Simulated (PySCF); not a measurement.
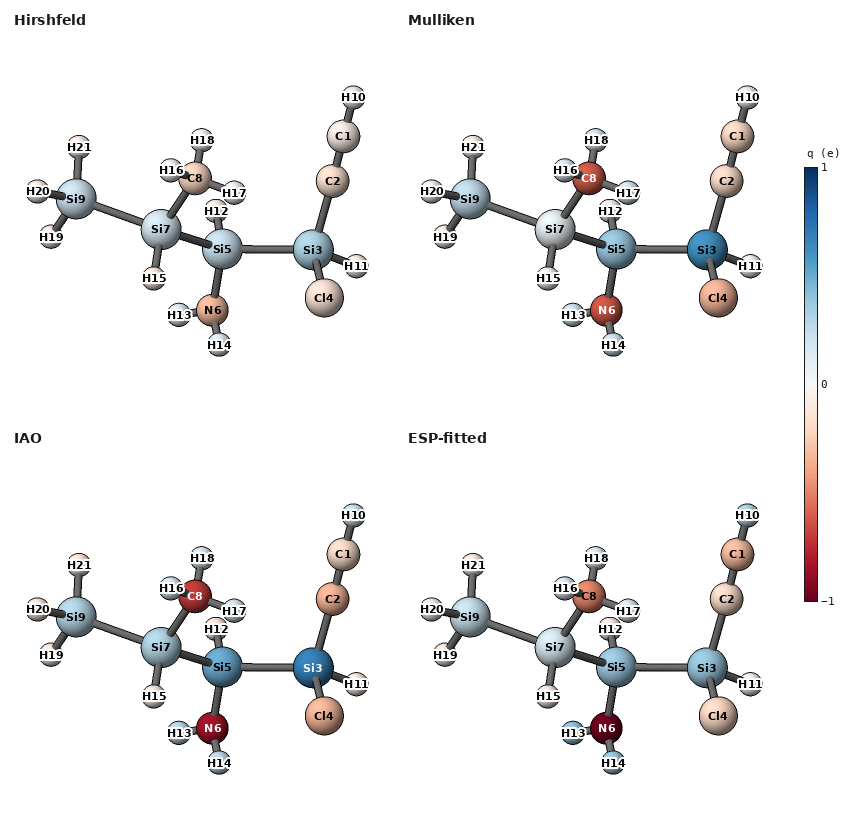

Atomic charges of one calculation by 4 schemes, on one colour scale. The geometry was computed by an optimisation with GFN2-xTB. No frequency run is at hand to confirm it as a minimum. Computed with PBE0/pcSseg-1 (PySCF 2.14.0).

### Which scheme gives the most polar picture (largest mean size of the charges)?

The IAO charges are the largest in size here, and the Hirshfeld charges the smallest.

### On which atom do the schemes disagree most?

On N6 (from −0.98 to −0.32 e).

List the charges (e), one line for each set of equivalent atoms.

| atom | Hirshfeld | Mulliken | IAO | ESP-fitted |
| --- | --- | --- | --- | --- |
| C1 | −0.07 | −0.20 | −0.18 | −0.31 |
| C2 | −0.16 | −0.19 | −0.33 | −0.18 |
| Si3 | 0.30 | 0.59 | 0.67 | 0.37 |
| Cl4 | −0.13 | −0.33 | −0.32 | −0.20 |
| Si5 | 0.22 | 0.37 | 0.49 | 0.36 |
| N6 | −0.32 | −0.62 | −0.84 | −0.98 |
| Si7 | 0.18 | 0.07 | 0.29 | 0.16 |
| C8 | −0.21 | −0.61 | −0.69 | −0.48 |
| Si9 | 0.21 | 0.24 | 0.29 | 0.23 |
| H10 | 0.10 | 0.07 | 0.20 | 0.29 |
| H11 | −0.06 | −0.02 | −0.09 | −0.03 |
| H12 | −0.08 | −0.04 | −0.10 | −0.07 |
| H13 | 0.12 | 0.20 | 0.26 | 0.39 |
| H14 | 0.11 | 0.20 | 0.26 | 0.36 |
| H15 | −0.08 | −0.02 | −0.09 | −0.08 |
| H16 | 0.04 | 0.14 | 0.16 | 0.14 |
| H17 | 0.04 | 0.17 | 0.16 | 0.13 |
| H18 | 0.04 | 0.14 | 0.15 | 0.12 |
| H19 | −0.08 | −0.07 | −0.10 | −0.09 |
| H20 | −0.07 | −0.05 | −0.09 | −0.06 |
| H21 | −0.08 | −0.06 | −0.10 | −0.08 |

The geometry is semi-empirical. Around Si such bond lengths and angles can be off by a tenth of an ångström or more and by several degrees, and values that hang on the shape move with them.
